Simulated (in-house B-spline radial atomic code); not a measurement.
**Tm: excited configurations**

Wanted: excitation energies of Tm as differences of total energies (ΔSCF).

Method: scalar-relativistic (spin-free one-electron X2C) B97-1, spin-polarised, spherical density, exact exchange averaged over the configuration, Fermi nucleus, basis-set limit. Code: in-house B-spline radial atomic code version 1.

### Step 1. The system

```
element       : thulium (Z = 69)
charge        : 0
electrons     : 69
configuration : [Xe] 4f13 6s2
Hamiltonian   : scalar-relativistic (X2C)
nucleus       : Fermi, rms radius 5.226 fm
```

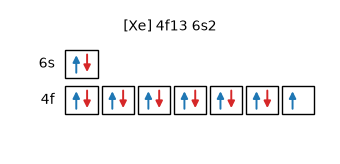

The shells outside the core, filled by Hund's rule for the drawing.

Where spins are not typed, each open shell is filled with up spins first.

Settings, as recorded:

```ini
Z = 69
electrons = 69.0
configuration = [Xe] 4f13 6s2
hamiltonian = x2c
method = b97_1
spin_polarised = True
nucleus = fermi
rms_radius = 5.2256
mass_number = 169
atomic_mass = 168.934218956
speed_of_light = 137.035999084
exact_exchange = averaged over the configuration
```

From the earlier run of the reference: total energy -13567.216147 hartree. Levels, eight at most:

| orbital | occupation | energy (eV) | <r> (bohr) |
| --- | --- | --- | --- |
| 5s up | 1 | -56.016 | 1.235 |
| 5s down | 1 | -55.560 | 1.238 |
| 5p up | 3 | -28.607 | 1.473 |
| 5p down | 3 | -28.293 | 1.478 |
| 4f up | 7 | -5.732 | 0.7952 |
| 4f down | 6 | -4.844 | 0.8060 |
| 6s up | 1 | -4.236 | 4.025 |
| 6s down | 1 | -4.213 | 4.035 |

### Step 2. Configuration [Xe] 4f12 6s2 6d1

The settings differ from step 1 so:

```diff
@@ -2,3 +2,3 @@
 electrons = 69.0
-configuration = [Xe] 4f13 6s2
+configuration = [Xe] 4f12 6s2 6d1
 hamiltonian = x2c
```

Run with:

```console
$ python run_scf.py task.json out
```

One command runs all members of the session, one after another, from task.json.

Main fields of the result record, rounded:

```text
{
  "status": "converged",
  "iterations": 16,
  "energy [hartree]": {"total": -13566.9477174, "kinetic": 15029.435712, "nuclear": -33614.4123531, "coulomb": 5306.85339597, "exact_exchange": -59.4752889464, "xc": -229.349183384},
  "orbitals [hartree, bohr; first row names the columns]": [
    ["name", "occ", "eps", "<r>"],
    ["1s up", 1.0, -2177.0251, 0.019251],
    ["1s down", 1.0, -2177.0251, 0.019251],
    ["2s up", 1.0, -368.74264, 0.084136],
    ["2s down", 1.0, -368.74115, 0.084136],
    ["2p up", 3.0, -326.40061, 0.074931],
    ["2p down", 3.0, -326.39951, 0.07493],
    ["3s up", 1.0, -83.744982, 0.2205],
    ["3s down", 1.0, -83.704856, 0.22043],
    ["3p up", 3.0, -70.812764, 0.21968],
    ["3p down", 3.0, -70.770987, 0.2196],
    ["3d up", 5.0, -54.448642, 0.19991],
    ["3d down", 5.0, -54.412218, 0.1998],
    ["4s up", 1.0, -17.138907, 0.49767],
    ["4s down", 1.0, -17.056765, 0.49769],
    ["4p up", 3.0, -12.848055, 0.52734],
    ["4p down", 3.0, -12.763794, 0.52742],
    ["4d up", 5.0, -7.0428506, 0.5707],
    ["4d down", 5.0, -6.9490878, 0.57107],
    ["5s up", 1.0, -2.4584249, 1.2122],
    ["5s down", 1.0, -2.4247137, 1.2178],
    ["5p up", 3.0, -1.4110721, 1.4225],
    ["5p down", 3.0, -1.3871655, 1.4315],
    ["4f up", 7.0, -0.70555623, 0.7435],
    ["4f down", 5.0, -0.63737412, 0.75447],
    ["6s up", 1.0, -0.31444471, 3.3795],
    ["6s down", 1.0, -0.31185118, 3.3942],
    ["6d up", 1.0, -0.033418463, 11.196]
  ],
  "sum_r [bohr^k]": {"-1": 501.9067, "1": 52.22009, "2": 199.0734},
  "energy_minus_base [hartree]": 0.268429586
}
```

Wall time 1.7 s (1 thread, shared host).

energy_minus_base is the energy less that of the reference run.

### Step 3. Configuration [Kr] 4d10 4f13 5s2 5p5 6s2 7p1

The settings differ from step 2 so:

```diff
@@ -2,3 +2,3 @@
 electrons = 69.0
-configuration = [Xe] 4f12 6s2 6d1
+configuration = [Kr] 4d10 4f13 5s2 5p5 6s2 7p1
 hamiltonian = x2c
```

Main fields:

```text
{
  "status": "converged",
  "warnings": ["restarted with heavier damping"],
  "iterations": 46,
  "energy [hartree]": {"total": -13566.102667, "kinetic": 15028.1160139, "nuclear": -33621.3272536, "coulomb": 5316.1637205, "exact_exchange": -59.5179270869, "xc": -229.537220684},
  "orbitals [hartree, bohr; first row names the columns]": [
    ["name", "occ", "eps", "<r>"],
    ["1s up", 1.0, -2176.9193, 0.019251],
    ["1s down", 1.0, -2176.9158, 0.019251],
    ["2s up", 1.0, -368.59993, 0.084133],
    ["2s down", 1.0, -368.59741, 0.084133],
    ["2p up", 3.0, -326.26309, 0.074927],
    ["2p down", 3.0, -326.25931, 0.074927],
    ["3s up", 1.0, -83.551584, 0.22046],
    ["3s down", 1.0, -83.53043, 0.22043],
    ["3p up", 3.0, -70.620096, 0.21964],
    ["3p down", 3.0, -70.597399, 0.2196],
    ["3d up", 5.0, -54.261041, 0.19985],
    ["3d down", 5.0, -54.241833, 0.1998],
    ["4s up", 1.0, -16.949323, 0.49825],
    ["4s down", 1.0, -16.905672, 0.49827],
    ["4p up", 3.0, -12.665195, 0.52832],
    ["4p down", 3.0, -12.619786, 0.5284],
    ["4d up", 5.0, -6.8699388, 0.57308],
    ["4d down", 5.0, -6.8203402, 0.5728],
    ["4f up", 7.0, -0.56643816, 0.77813],
    ["4f down", 6.0, -0.5225139, 0.77986],
    ["5s up", 1.0, -2.4243456, 1.2237],
    ["5s down", 1.0, -2.3497372, 1.2259],
    ["5p up", 3.0, -1.396209, 1.4379],
    ["5p down", 2.0, -1.3433913, 1.4486],
    ["6s up", 1.0, -0.32141679, 3.3798],
    ["6s down", 1.0, -0.31585733, 3.4033],
    ["7p up", 1.0, -0.04254863, 12.11]
  ],
  "sum_r [bohr^k]": {"-1": 502.0067, "1": 52.98909, "2": 218.8683},
  "energy_minus_base [hartree]": 1.11348003
}
```

It took 7.5 s on 1 thread, shared host.

### Step 4. Run with [Kr] 4d9 4f14 5s2 5p6 6s2

The settings differ from step 3 so:

```diff
@@ -2,3 +2,3 @@
 electrons = 69.0
-configuration = [Kr] 4d10 4f13 5s2 5p5 6s2 7p1
+configuration = [Kr] 4d9 4f14 5s2 5p6 6s2
 hamiltonian = x2c
```

Main fields:

```text
{
  "status": "converged",
  "iterations": 13,
  "energy [hartree]": {"total": -13560.944588, "kinetic": 15022.8619185, "nuclear": -33628.3949643, "coulomb": 5333.64309058, "exact_exchange": -59.4593434157, "xc": -229.59528937},
  "orbitals [hartree, bohr; first row names the columns]": [
    ["name", "occ", "eps", "<r>"],
    ["1s up", 1.0, -2176.8203, 0.019251],
    ["1s down", 1.0, -2176.8197, 0.019251],
    ["2s up", 1.0, -368.49559, 0.084126],
    ["2s down", 1.0, -368.46769, 0.084124],
    ["2p up", 3.0, -326.16354, 0.07492],
    ["2p down", 3.0, -326.13907, 0.074917],
    ["3s up", 1.0, -83.309779, 0.2204],
    ["3s down", 1.0, -83.291845, 0.22037],
    ["3p up", 3.0, -70.380801, 0.21956],
    ["3p down", 3.0, -70.361034, 0.21952],
    ["3d up", 5.0, -54.043616, 0.19972],
    ["3d down", 5.0, -54.01372, 0.19976],
    ["4s up", 1.0, -16.670121, 0.49772],
    ["4s down", 1.0, -16.595641, 0.49782],
    ["4p up", 3.0, -12.381272, 0.52744],
    ["4p down", 3.0, -12.300851, 0.52772],
    ["4d up", 5.0, -6.578935, 0.57114],
    ["4d down", 4.0, -6.5212991, 0.57183],
    ["4f up", 7.0, -0.24845196, 0.77943],
    ["4f down", 7.0, -0.20019697, 0.79641],
    ["5s up", 1.0, -2.0611763, 1.2324],
    ["5s down", 1.0, -2.0526862, 1.2353],
    ["5p up", 3.0, -1.0502342, 1.4701],
    ["5p down", 3.0, -1.0463731, 1.4738],
    ["6s up", 1.0, -0.15531542, 4.0274],
    ["6s down", 1.0, -0.1548385, 4.0331]
  ],
  "sum_r [bohr^k]": {"-1": 502.1089, "1": 44.10636, "2": 74.20273},
  "energy_minus_base [hartree]": 6.27155898
}
```

Wall time 0.59 s (1 thread, shared host).

### Step 5. [Xe] 4f13 6s1 7p1

The settings differ from step 4 so:

```diff
@@ -2,3 +2,3 @@
 electrons = 69.0
-configuration = [Kr] 4d9 4f14 5s2 5p6 6s2
+configuration = [Xe] 4f13 6s1 7p1
 hamiltonian = x2c
```

Main fields:

```text
{
  "status": "converged",
  "iterations": 25,
  "energy [hartree]": {"total": -13567.0435045, "kinetic": 15029.1023139, "nuclear": -33636.2066017, "coulomb": 5329.43705383, "exact_exchange": -59.6400961199, "xc": -229.736174394},
  "orbitals [hartree, bohr; first row names the columns]": [
    ["name", "occ", "eps", "<r>"],
    ["1s up", 1.0, -2176.7002, 0.019251],
    ["1s down", 1.0, -2176.6995, 0.019251],
    ["2s up", 1.0, -368.39439, 0.084134],
    ["2s down", 1.0, -368.39321, 0.084134],
    ["2p up", 3.0, -326.05526, 0.074928],
    ["2p down", 3.0, -326.05442, 0.074928],
    ["3s up", 1.0, -83.35952, 0.22047],
    ["3s down", 1.0, -83.3397, 0.22044],
    ["3p up", 3.0, -70.427551, 0.21965],
    ["3p down", 3.0, -70.407158, 0.21961],
    ["3d up", 5.0, -54.067617, 0.19986],
    ["3d down", 5.0, -54.049885, 0.19981],
    ["4s up", 1.0, -16.751484, 0.49811],
    ["4s down", 1.0, -16.710726, 0.49812],
    ["4p up", 3.0, -12.465519, 0.52807],
    ["4p down", 3.0, -12.424038, 0.52809],
    ["4d up", 5.0, -6.6675694, 0.57255],
    ["4d down", 5.0, -6.621308, 0.57267],
    ["5s up", 1.0, -2.2134778, 1.2346],
    ["5s down", 1.0, -2.1926703, 1.2385],
    ["5p up", 3.0, -1.2052727, 1.4701],
    ["5p down", 3.0, -1.1908772, 1.4744],
    ["4f up", 7.0, -0.36286381, 0.79279],
    ["4f down", 6.0, -0.32930513, 0.80065],
    ["6s up", 1.0, -0.26842161, 3.6276],
    ["7p up", 1.0, -0.040670286, 12.719]
  ],
  "sum_r [bohr^k]": {"-1": 502.2211, "1": 52.3106, "2": 229.4646},
  "energy_minus_base [hartree]": 0.172642471
}
```

It took 2.6 s on 1 thread, shared host.

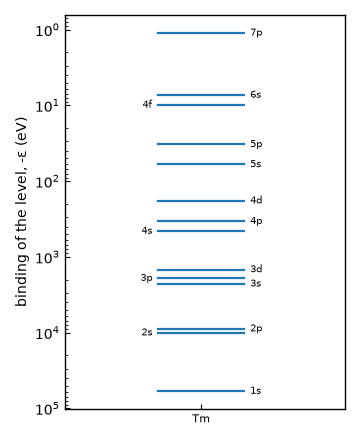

Orbital energies of this run on a logarithmic scale (up spins).

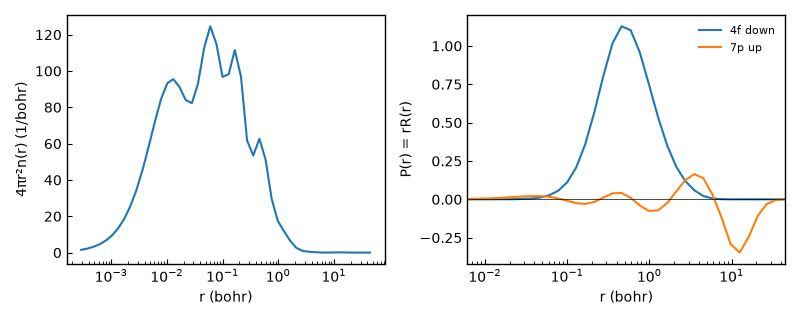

Radial density (left) and the radial functions of 4f down, 7p up (right).

Clear maxima of the radial density (full grid of the record): 0.013, 0.060, 0.17, 0.46, 12 bohr.

### Step 6. Energies above the reference

| net move | configuration | 2|M_S|+1 | energy above the reference (eV) | largest <r> (bohr) |
| --- | --- | --- | --- | --- |
| 6s → 7p | [Xe] 4f13 6s1 7p1 | 4 | 4.698 | 12.7 |
| 4f → 6d | [Xe] 4f12 6s2 6d1 | 4 | 7.304 | 11.2 |
| 5p → 7p | [Kr] 4d10 4f13 5s2 5p5 6s2 7p1 | 4 | 30.299 | 12.1 |
| 4d → 4f | [Kr] 4d9 4f14 5s2 5p6 6s2 | 2 | 170.66 | 4.03 |

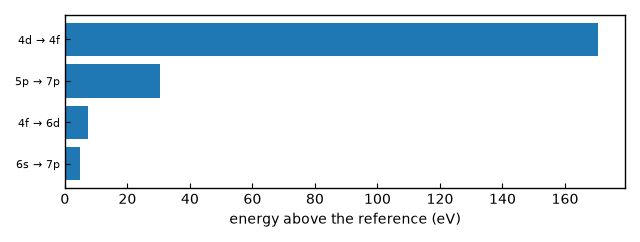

Energy of each configuration above the reference.

The energies run from 4.698 eV (6s → 7p) to 170.66 eV (4d → 4f). 3 of them lie more than 60 % above minus the reference's highest level (4.213 eV), in the range where a state can decay by emitting an electron. The reference has 2|M_S|+1 = 2; 3 of the configurations differ from it in spin. These are spherical averages at the typed spins, not spectroscopic levels.
